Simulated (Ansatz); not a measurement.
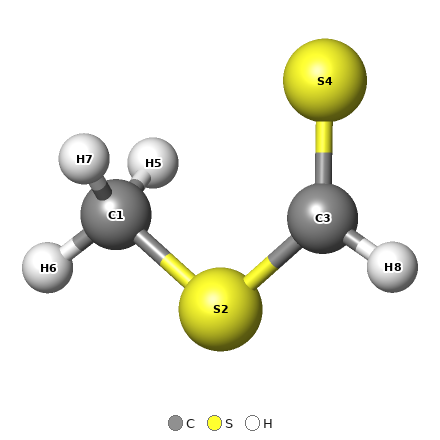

The system is C₂H₄S₂, SMILES CSC=S; the picture shows the reference structure. 
- The first coordinate is: angle C1–S2–C3 (carried through 180); the second: change of the bonds S2–C1, S2–C3, all alike.
- Nothing is relaxed (all other coordinates rigid).
- The scan uses a 9 × 9 grid.
- Points are written as (first, second).
- Energies: kJ/mol, counted from the lowest grid point.
- Energies and slopes of some neighbouring points disagree (a jump in structure or state, or too coarse a mesh).
- Theory: RKS PBE0-D4/def2-TZVP (Ansatz).

Its coordinates:

```yaml
atoms:
  - { symbol: C, position_ang: [-0.4206, 1.0734, -0.3703] }
  - { symbol: S, position_ang: [-0.8484, -0.2080, 0.7989] }
  - { symbol: C, position_ang: [0.3979, -1.3541, 0.5709] }
  - { symbol: S, position_ang: [1.6575, -1.3037, -0.4468] }
  - { symbol: H, position_ang: [-0.4092, 0.6681, -1.3820] }
  - { symbol: H, position_ang: [-1.1838, 1.8456, -0.2767] }
  - { symbol: H, position_ang: [0.5638, 1.4790, -0.1373] }
  - { symbol: H, position_ang: [0.2429, -2.2003, 1.2433] }
```

Range: angle C1–S2–C3 (carried through 180) from 84.7 to 275.3°; change of the bonds S2–C1, S2–C3, all alike from −0.192 to 0.297 Å.

> What will the energy surface look like?

The lowest grid point is at (108.5°, −0.009 Å). Other grid points that lie below all their neighbours: (251.5°, −0.009 Å) (23 kJ/mol higher). The highest grid point, (180.0°, −0.192 Å), lies 450 kJ/mol above the lowest.

```csv
"second ↓, first →",84.7,108.5,132.3,156.2,180.0,203.8,227.7,251.5,275.3
0.297,135,127,188,283,356,294,200,139,147
0.236,104,89,154,255,329,268,168,102,118
0.175,80,55,124,231,307,247,140,70,96
0.114,63,27,99,213,292,231,118,44,85
0.052,59,7,82,204,287,225,105,27,87
−0.009,72,0,78,208,295,231,103,23,109
−0.070,106,10,89,228,320,254,118,37,156
−0.131,168,44,123,270,369,299,155,75,237
−0.192,268,110,187,342,450,375,223,146,363
```

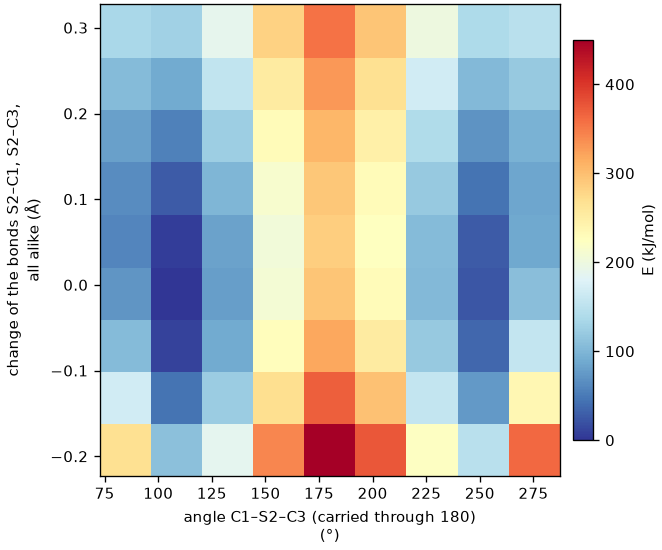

The picture shows one coloured cell a grid point.

Each point was launched as `ansatz run input.yaml --threads 1 --pin off --max-ram 2560MiB --backend cpu --events-out ev --progress --plain --runs-dir out`. Time for the 81 points that were run: 7.3 min on 1 thread of Intel(R) Xeon(R) Platinum 8488C (Sapphire Rapids), on a shared host.
